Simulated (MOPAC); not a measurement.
## Run report: C3H9ClSi, geometry relaxation (part 3 of 3)

Continued. System: C3H9ClSi, SMILES CC(C)[SiH2]Cl. Method: MNDOD, closed shell (MOPAC 23.2.5). The atoms were displaced at random from an optimised geometry.

Geometry of the input (Å):
```
C  0.0713  1.0009  -1.1362
C  -0.4652  0.1637  0.0216
C  -0.7362  -1.2543  -0.4134
Si 0.6901  0.2281  1.5004
Cl 2.5250  -0.5992  0.9942
H  0.2615  2.0344  -0.8523
H  1.0343  0.5918  -1.5133
H  -0.5931  0.9781  -2.0008
H  -1.3997  0.6231  0.3627
H  0.1517  -1.7629  -0.7275
H  -1.1716  -1.8443  0.4185
H  -1.4485  -1.2937  -1.2565
H  0.9350  1.6396  1.9224
H  0.1502  -0.5355  2.6506
```

## Trajectory as extended XYZ, continued
```
14
Properties=species:S:1:pos:R:3:forces:R:3 step=33 energy=-2.70617
C     0.0630    1.0339   -1.1706    0.0036   0.0051   0.0019
C    -0.4524    0.1618   -0.0053    0.0090  -0.0011  -0.0006
C    -0.7800   -1.2906   -0.4141    0.0011  -0.0006  -0.0046
Si    0.7184    0.2210    1.4876    0.0015   0.0010  -0.0021
Cl    2.5758   -0.5974    1.0773    0.0066   0.0005  -0.0089
H     0.2432    2.0805   -0.8387    0.0104   0.0109  -0.0059
H     1.0084    0.6493   -1.6102    0.0131  -0.0051   0.0087
H    -0.6808    1.0813   -1.9937   -0.0167   0.0007   0.0058
H    -1.4160    0.6286    0.3517   -0.0028  -0.0039   0.0009
H     0.1071   -1.8384   -0.7991    0.0048   0.0000   0.0005
H    -1.1890   -1.8688    0.4441   -0.0020  -0.0034   0.0006
H    -1.5494   -1.3131   -1.2146   -0.0110  -0.0052   0.0028
H     0.9207    1.5644    1.8883   -0.0039   0.0033  -0.0043
H     0.1608   -0.5087    2.5653   -0.0136  -0.0022   0.0051
14
Properties=species:S:1:pos:R:3:forces:R:3 step=35 energy=-2.70639
C     0.0655    1.0331   -1.1719    0.0031   0.0029   0.0027
C    -0.4508    0.1618   -0.0063    0.0009   0.0028   0.0010
C    -0.7787   -1.2908   -0.4143   -0.0028   0.0029  -0.0010
Si    0.7163    0.2209    1.4887    0.0045  -0.0010   0.0000
Cl    2.5742   -0.5958    1.0778    0.0098   0.0024  -0.0030
H     0.2615    2.0766   -0.8391    0.0005   0.0057  -0.0015
H     1.0035    0.6397   -1.6196    0.0037  -0.0064   0.0036
H    -0.6861    1.0909   -1.9874   -0.0023   0.0031   0.0019
H    -1.4145    0.6289    0.3502   -0.0063  -0.0007  -0.0018
H     0.1039   -1.8325   -0.8176    0.0030  -0.0006  -0.0030
H    -1.1683   -1.8742    0.4494   -0.0054  -0.0084   0.0028
H    -1.5639   -1.3138   -1.1991   -0.0043  -0.0063  -0.0029
H     0.9142    1.5643    1.8908    0.0037   0.0036  -0.0011
H     0.1569   -0.5106    2.5647   -0.0080   0.0002   0.0025
14
Properties=species:S:1:pos:R:3:forces:R:3 step=37 energy=-2.70642
C     0.0658    1.0333   -1.1716   -0.0011  -0.0008   0.0014
C    -0.4510    0.1619   -0.0063   -0.0041  -0.0017   0.0008
C    -0.7790   -1.2909   -0.4144   -0.0005  -0.0010   0.0005
Si    0.7163    0.2209    1.4887    0.0015  -0.0004   0.0000
Cl    2.5745   -0.5957    1.0778    0.0032   0.0039  -0.0010
H     0.2622    2.0772   -0.8399    0.0014  -0.0017   0.0027
H     1.0037    0.6386   -1.6186   -0.0011  -0.0005  -0.0004
H    -0.6865    1.0915   -1.9865    0.0044   0.0010  -0.0007
H    -1.4151    0.6288    0.3495   -0.0022  -0.0008   0.0009
H     0.1038   -1.8321   -0.8182   -0.0005   0.0011  -0.0009
H    -1.1682   -1.8751    0.4492   -0.0006  -0.0010  -0.0005
H    -1.5647   -1.3149   -1.1988   -0.0007  -0.0006  -0.0012
H     0.9143    1.5647    1.8901    0.0038   0.0000  -0.0004
H     0.1563   -0.5104    2.5649   -0.0034   0.0025  -0.0012
14
Properties=species:S:1:pos:R:3:forces:R:3 step=39 energy=-2.70644
C     0.0664    1.0330   -1.1711   -0.0027   0.0006  -0.0005
C    -0.4515    0.1618   -0.0062   -0.0028  -0.0025  -0.0004
C    -0.7792   -1.2910   -0.4145   -0.0007  -0.0050  -0.0010
Si    0.7162    0.2210    1.4886   -0.0027  -0.0001   0.0001
Cl    2.5746   -0.5953    1.0777   -0.0012   0.0040   0.0007
H     0.2649    2.0764   -0.8387    0.0015  -0.0039   0.0010
H     1.0032    0.6366   -1.6189   -0.0011   0.0015  -0.0002
H    -0.6862    1.0932   -1.9858    0.0039   0.0009  -0.0004
H    -1.4157    0.6288    0.3492    0.0002  -0.0017   0.0010
H     0.1033   -1.8309   -0.8209   -0.0021   0.0006   0.0012
H    -1.1659   -1.8765    0.4494    0.0011   0.0024  -0.0035
H    -1.5665   -1.3158   -1.1975    0.0016   0.0029   0.0026
H     0.9143    1.5649    1.8897    0.0038  -0.0013  -0.0004
H     0.1549   -0.5096    2.5646    0.0011   0.0016  -0.0002
14
Properties=species:S:1:pos:R:3:forces:R:3 step=41 energy=-2.70645
C     0.0665    1.0328   -1.1709   -0.0004   0.0001   0.0000
C    -0.4518    0.1615   -0.0062    0.0006  -0.0008  -0.0004
C    -0.7795   -1.2912   -0.4148    0.0003  -0.0011  -0.0009
Si    0.7162    0.2210    1.4884   -0.0031   0.0001   0.0002
Cl    2.5749   -0.5949    1.0780   -0.0026   0.0023   0.0005
H     0.2662    2.0756   -0.8376    0.0014   0.0002  -0.0003
H     1.0028    0.6357   -1.6191    0.0009   0.0006   0.0002
H    -0.6857    1.0944   -1.9857   -0.0004   0.0006   0.0002
H    -1.4158    0.6285    0.3495   -0.0001  -0.0016  -0.0003
H     0.1028   -1.8305   -0.8222   -0.0003  -0.0014   0.0000
H    -1.1652   -1.8771    0.4492   -0.0006  -0.0004  -0.0003
H    -1.5676   -1.3155   -1.1969   -0.0005   0.0015   0.0003
H     0.9150    1.5650    1.8890    0.0023   0.0000  -0.0002
H     0.1542   -0.5089    2.5644    0.0025   0.0001   0.0010
14
Properties=species:S:1:pos:R:3:forces:R:3 step=43 energy=-2.70645
C     0.0665    1.0328   -1.1708    0.0012  -0.0004   0.0006
C    -0.4517    0.1613   -0.0062    0.0005   0.0002   0.0002
C    -0.7796   -1.2913   -0.4149    0.0004   0.0014  -0.0001
Si    0.7161    0.2210    1.4885    0.0000   0.0004   0.0002
Cl    2.5749   -0.5947    1.0780   -0.0010   0.0003  -0.0001
H     0.2665    2.0755   -0.8374    0.0008   0.0011   0.0006
H     1.0028    0.6358   -1.6191    0.0005  -0.0003  -0.0001
H    -0.6856    1.0947   -1.9856   -0.0011  -0.0002   0.0005
H    -1.4158    0.6281    0.3495   -0.0007  -0.0003  -0.0005
H     0.1026   -1.8308   -0.8223   -0.0005  -0.0011  -0.0011
H    -1.1654   -1.8772    0.4490   -0.0010  -0.0014   0.0009
H    -1.5678   -1.3150   -1.1969   -0.0007  -0.0011  -0.0016
H     0.9156    1.5649    1.8886    0.0001   0.0012   0.0003
H     0.1545   -0.5086    2.5649    0.0013   0.0002   0.0001
14
Properties=species:S:1:pos:R:3:forces:R:3 step=45 energy=-2.70645
C     0.0668    1.0328   -1.1706   -0.0002   0.0002  -0.0001
C    -0.4518    0.1611   -0.0061   -0.0005  -0.0003  -0.0001
C    -0.7796   -1.2915   -0.4150   -0.0003  -0.0006  -0.0003
Si    0.7160    0.2212    1.4885    0.0001   0.0002   0.0000
Cl    2.5747   -0.5946    1.0778   -0.0004  -0.0003   0.0003
H     0.2669    2.0754   -0.8370    0.0005  -0.0009   0.0003
H     1.0030    0.6356   -1.6189   -0.0002   0.0001   0.0000
H    -0.6855    1.0949   -1.9853    0.0001   0.0001   0.0001
H    -1.4161    0.6278    0.3493    0.0003   0.0001   0.0003
H     0.1024   -1.8311   -0.8225   -0.0007   0.0002   0.0001
H    -1.1655   -1.8775    0.4488    0.0002   0.0006  -0.0008
H    -1.5678   -1.3151   -1.1971    0.0008   0.0000   0.0003
H     0.9160    1.5652    1.8884   -0.0010   0.0002   0.0001
H     0.1546   -0.5081    2.5652    0.0014   0.0004  -0.0001
14
Properties=species:S:1:pos:R:3:forces:R:3 step=47 energy=-2.70645
C     0.0668    1.0327   -1.1705   -0.0001  -0.0001   0.0000
C    -0.4518    0.1610   -0.0061   -0.0001   0.0000   0.0001
C    -0.7796   -1.2915   -0.4151   -0.0001   0.0001   0.0001
Si    0.7160    0.2213    1.4886    0.0004  -0.0003  -0.0001
Cl    2.5746   -0.5946    1.0777    0.0006  -0.0004  -0.0001
H     0.2671    2.0753   -0.8368    0.0003   0.0000   0.0000
H     1.0030    0.6356   -1.6190   -0.0002  -0.0003   0.0000
H    -0.6855    1.0949   -1.9851    0.0001   0.0004   0.0001
H    -1.4161    0.6277    0.3493    0.0000   0.0001   0.0001
H     0.1023   -1.8312   -0.8227    0.0003   0.0002  -0.0001
H    -1.1655   -1.8775    0.4487   -0.0004  -0.0003   0.0001
H    -1.5678   -1.3151   -1.1971    0.0000   0.0000  -0.0002
H     0.9160    1.5653    1.8884   -0.0012   0.0002  -0.0003
H     0.1549   -0.5080    2.5654    0.0004   0.0003   0.0002
14
Properties=species:S:1:pos:R:3:forces:R:3 step=49 energy=-2.70645
C     0.0668    1.0327   -1.1705    0.0000  -0.0002   0.0001
C    -0.4518    0.1610   -0.0061    0.0001  -0.0001   0.0000
C    -0.7797   -1.2915   -0.4152    0.0001   0.0000   0.0001
Si    0.7161    0.2213    1.4885   -0.0002  -0.0003  -0.0001
Cl    2.5747   -0.5946    1.0778    0.0002   0.0001  -0.0001
H     0.2671    2.0752   -0.8367    0.0004   0.0002  -0.0001
H     1.0029    0.6355   -1.6189   -0.0003  -0.0001  -0.0001
H    -0.6855    1.0951   -1.9851    0.0001   0.0002  -0.0001
H    -1.4161    0.6277    0.3494   -0.0001  -0.0003   0.0000
H     0.1023   -1.8312   -0.8227    0.0008   0.0000   0.0001
H    -1.1656   -1.8776    0.4486   -0.0005  -0.0001   0.0002
H    -1.5678   -1.3151   -1.1973   -0.0003   0.0005   0.0000
H     0.9158    1.5655    1.8881   -0.0004  -0.0001  -0.0003
H     0.1551   -0.5078    2.5655    0.0002   0.0000   0.0002
14
Properties=species:S:1:pos:R:3:forces:R:3 step=51 energy=-2.70645
C     0.0668    1.0327   -1.1704    0.0001   0.0000   0.0000
C    -0.4518    0.1609   -0.0061    0.0001   0.0000   0.0000
C    -0.7797   -1.2915   -0.4152    0.0001   0.0000   0.0000
Si    0.7161    0.2213    1.4885    0.0001   0.0001   0.0000
Cl    2.5747   -0.5946    1.0778    0.0001   0.0002  -0.0001
H     0.2673    2.0752   -0.8366    0.0002  -0.0001   0.0001
H     1.0029    0.6354   -1.6189   -0.0003  -0.0001  -0.0001
H    -0.6855    1.0952   -1.9850   -0.0001   0.0001   0.0000
H    -1.4161    0.6276    0.3494   -0.0001  -0.0001   0.0000
H     0.1023   -1.8312   -0.8227    0.0002  -0.0001   0.0001
H    -1.1657   -1.8776    0.4485   -0.0003   0.0001   0.0000
H    -1.5678   -1.3151   -1.1974    0.0001   0.0001   0.0000
H     0.9156    1.5655    1.8879    0.0000   0.0001   0.0000
H     0.1553   -0.5077    2.5657   -0.0001  -0.0002   0.0000
14
Properties=species:S:1:pos:R:3:forces:R:3 step=53 energy=-2.70645
C     0.0668    1.0327   -1.1704   -0.0001   0.0000  -0.0001
C    -0.4518    0.1609   -0.0061    0.0000   0.0000   0.0000
C    -0.7797   -1.2915   -0.4152    0.0000  -0.0001   0.0000
Si    0.7161    0.2213    1.4885    0.0001   0.0001   0.0000
Cl    2.5746   -0.5946    1.0778    0.0001   0.0002   0.0000
H     0.2674    2.0752   -0.8365    0.0003  -0.0001  -0.0001
H     1.0029    0.6354   -1.6190   -0.0001  -0.0001   0.0000
H    -0.6855    1.0953   -1.9849   -0.0002   0.0002   0.0001
H    -1.4161    0.6276    0.3494    0.0000   0.0001   0.0000
H     0.1023   -1.8312   -0.8227   -0.0001   0.0000   0.0000
H    -1.1657   -1.8777    0.4485   -0.0002   0.0001  -0.0001
H    -1.5678   -1.3150   -1.1974    0.0004  -0.0001   0.0000
H     0.9156    1.5656    1.8878   -0.0001  -0.0001   0.0001
H     0.1553   -0.5077    2.5657   -0.0001  -0.0001   0.0000
14
Properties=species:S:1:pos:R:3:forces:R:3 step=55 energy=-2.70645
C     0.0668    1.0327   -1.1704   -0.0003   0.0001   0.0000
C    -0.4518    0.1609   -0.0061   -0.0001   0.0000   0.0000
C    -0.7797   -1.2916   -0.4152   -0.0001   0.0000   0.0001
Si    0.7161    0.2213    1.4885   -0.0002  -0.0001   0.0000
Cl    2.5747   -0.5946    1.0778    0.0001   0.0004   0.0000
H     0.2676    2.0751   -0.8364    0.0005   0.0000  -0.0001
H     1.0027    0.6352   -1.6191    0.0001   0.0000   0.0000
H    -0.6855    1.0955   -1.9848   -0.0003   0.0001   0.0000
H    -1.4161    0.6276    0.3494    0.0002   0.0002   0.0001
H     0.1023   -1.8312   -0.8227   -0.0003  -0.0001   0.0000
H    -1.1658   -1.8777    0.4484    0.0000   0.0000   0.0000
H    -1.5678   -1.3150   -1.1974    0.0005  -0.0002  -0.0002
H     0.9155    1.5656    1.8878    0.0001  -0.0003   0.0001
H     0.1553   -0.5077    2.5657    0.0000   0.0000   0.0000
14
Properties=species:S:1:pos:R:3:forces:R:3 step=57 energy=-2.70645
C     0.0668    1.0327   -1.1704    0.0001   0.0000   0.0001
C    -0.4518    0.1609   -0.0061    0.0000   0.0000   0.0000
C    -0.7798   -1.2915   -0.4152    0.0001   0.0000   0.0000
Si    0.7161    0.2213    1.4885   -0.0003  -0.0002   0.0000
Cl    2.5747   -0.5945    1.0778    0.0000   0.0004  -0.0001
H     0.2678    2.0750   -0.8366    0.0003   0.0001   0.0001
H     1.0026    0.6350   -1.6192   -0.0003   0.0000  -0.0002
H    -0.6857    1.0956   -1.9848    0.0000  -0.0001   0.0001
H    -1.4161    0.6276    0.3494    0.0001   0.0001  -0.0001
H     0.1023   -1.8313   -0.8225    0.0003  -0.0002   0.0001
H    -1.1661   -1.8775    0.4484   -0.0002   0.0000   0.0000
H    -1.5676   -1.3150   -1.1976   -0.0001   0.0000  -0.0001
H     0.9154    1.5655    1.8880    0.0001  -0.0001  -0.0001
H     0.1553   -0.5079    2.5656    0.0000  -0.0001   0.0000
14
Properties=species:S:1:pos:R:3:forces:R:3 step=59 energy=-2.70646
C     0.0669    1.0326   -1.1704   -0.0002   0.0000  -0.0001
C    -0.4518    0.1609   -0.0061   -0.0001   0.0000   0.0000
C    -0.7798   -1.2915   -0.4152    0.0000  -0.0001  -0.0001
Si    0.7160    0.2213    1.4886    0.0000  -0.0001  -0.0001
Cl    2.5747   -0.5944    1.0777    0.0001   0.0002   0.0001
H     0.2682    2.0749   -0.8365    0.0001  -0.0001   0.0000
H     1.0025    0.6348   -1.6194    0.0000  -0.0001   0.0000
H    -0.6857    1.0958   -1.9846    0.0000   0.0002   0.0001
H    -1.4161    0.6276    0.3493    0.0002   0.0003   0.0000
H     0.1024   -1.8314   -0.8221    0.0000   0.0000   0.0001
H    -1.1663   -1.8774    0.4484   -0.0002   0.0000  -0.0001
H    -1.5674   -1.3150   -1.1977    0.0001  -0.0002   0.0000
H     0.9154    1.5654    1.8882   -0.0001   0.0000   0.0000
H     0.1552   -0.5080    2.5655    0.0001   0.0000   0.0000
14
Properties=species:S:1:pos:R:3:forces:R:3 step=61 energy=-2.70646
C     0.0669    1.0325   -1.1705    0.0001   0.0000  -0.0003
C    -0.4518    0.1610   -0.0061    0.0002  -0.0002  -0.0001
C    -0.7799   -1.2915   -0.4151   -0.0004  -0.0003   0.0000
Si    0.7160    0.2209    1.4886    0.0000   0.0005  -0.0002
Cl    2.5750   -0.5938    1.0778   -0.0005   0.0003  -0.0003
H     0.2702    2.0744   -0.8364   -0.0001  -0.0003   0.0003
H     1.0014    0.6335   -1.6208    0.0004  -0.0001  -0.0001
H    -0.6865    1.0971   -1.9839    0.0001   0.0001   0.0002
H    -1.4160    0.6279    0.3493    0.0001  -0.0005   0.0001
H     0.1025   -1.8318   -0.8210   -0.0006   0.0001   0.0002
H    -1.1676   -1.8770    0.4483    0.0000   0.0001  -0.0004
H    -1.5668   -1.3149   -1.1985    0.0002  -0.0001   0.0001
H     0.9148    1.5650    1.8886    0.0003   0.0005   0.0005
H     0.1553   -0.5089    2.5653    0.0001  -0.0001  -0.0001
14
Properties=species:S:1:pos:R:3:forces:R:3 step=63 energy=-2.70646
C     0.0670    1.0324   -1.1705   -0.0003  -0.0001  -0.0001
C    -0.4518    0.1609   -0.0061   -0.0002  -0.0001   0.0000
C    -0.7800   -1.2916   -0.4151    0.0001   0.0003   0.0000
Si    0.7159    0.2209    1.4887    0.0004   0.0002  -0.0003
Cl    2.5750   -0.5935    1.0776   -0.0001   0.0002  -0.0001
H     0.2714    2.0740   -0.8361    0.0000   0.0000  -0.0001
H     1.0010    0.6327   -1.6214    0.0003   0.0000   0.0001
H    -0.6868    1.0979   -1.9834    0.0003   0.0001   0.0001
H    -1.4160    0.6279    0.3493    0.0001  -0.0002   0.0000
H     0.1025   -1.8322   -0.8202    0.0001   0.0000   0.0000
H    -1.1685   -1.8767    0.4481   -0.0003  -0.0003   0.0003
H    -1.5663   -1.3149   -1.1991   -0.0002   0.0001  -0.0001
H     0.9146    1.5650    1.8890   -0.0002  -0.0001   0.0000
H     0.1554   -0.5092    2.5652    0.0000  -0.0001   0.0001
14
Properties=species:S:1:pos:R:3:forces:R:3 step=65 energy=-2.70646
C     0.0670    1.0324   -1.1704    0.0000   0.0000   0.0000
C    -0.4518    0.1609   -0.0061    0.0000   0.0000   0.0000
C    -0.7800   -1.2916   -0.4151    0.0000   0.0000   0.0000
Si    0.7159    0.2210    1.4886    0.0000   0.0000   0.0000
Cl    2.5750   -0.5936    1.0775    0.0001   0.0001  -0.0001
H     0.2711    2.0740   -0.8361   -0.0001   0.0000   0.0000
H     1.0012    0.6329   -1.6211    0.0001   0.0001   0.0001
H    -0.6866    1.0978   -1.9835    0.0001  -0.0001  -0.0001
H    -1.4160    0.6278    0.3493    0.0000   0.0000   0.0000
H     0.1025   -1.8322   -0.8204   -0.0001   0.0000   0.0000
H    -1.1684   -1.8768    0.4481    0.0000   0.0000   0.0000
H    -1.5664   -1.3149   -1.1990   -0.0001   0.0000   0.0000
H     0.9146    1.5651    1.8889   -0.0001   0.0000   0.0000
H     0.1554   -0.5090    2.5653    0.0001  -0.0001   0.0000
```

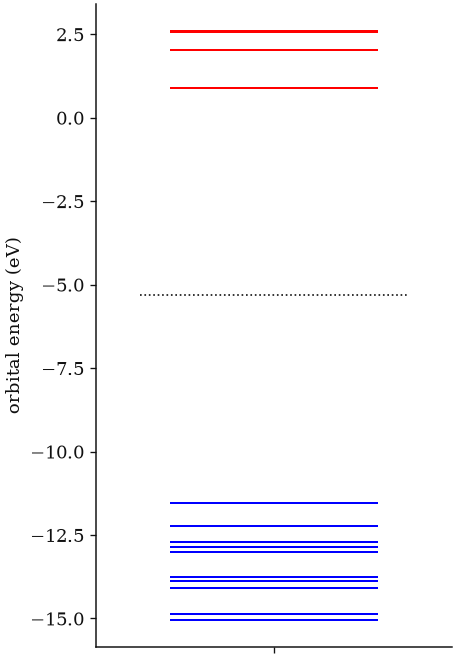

Orbital energies near the frontier; the dotted line parts filled from empty levels, and levels within 0.02 eV of each other stand side by side. Highest filled −11.53 eV, lowest empty 0.88 eV, 12.41 eV apart.
